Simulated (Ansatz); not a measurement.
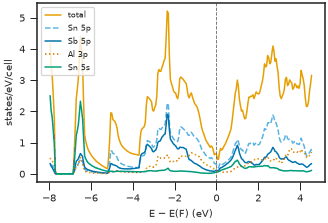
Figure. Total and projected density of states of AlSn2Sb in space group R3m (No. 160; Al on 3a, Sb on 3a, Sn on 3a, Sn on 3a), the program Ansatz at the PBE level (PAW)

Problem. Which orbitals carry the states next to the Fermi level?

Solution. Within 0.5 eV of the Fermi level: Sn 5p 48 %, Sb 5p 19 %, Al 3p 17 %, Sn 5s 9 %. Projections are on Löwdin-orthogonalised atomic valence shells; empty p or d shells of many metals are not among them.

Problem. Where is the tallest occupied peak in this window, and what makes it?

Solution. Near -2.3 eV, about 5.2 states/eV per cell; the largest projected share is Sn 5p.

The start of the workflow was typed in or built on a structure type; neither database checked (COD, Materials Project) lists it. Its standing as an ambient phase is unchecked. Symmetry was held in the PBE relaxation; its stability against distortions is not shown here. The volume moved by 37 % from the start of the relaxation. Scalar-relativistic: spin–orbit coupling is off unless named, which matters more the heavier the elements.

Potentials: the earlier of the program's two PAW sets.
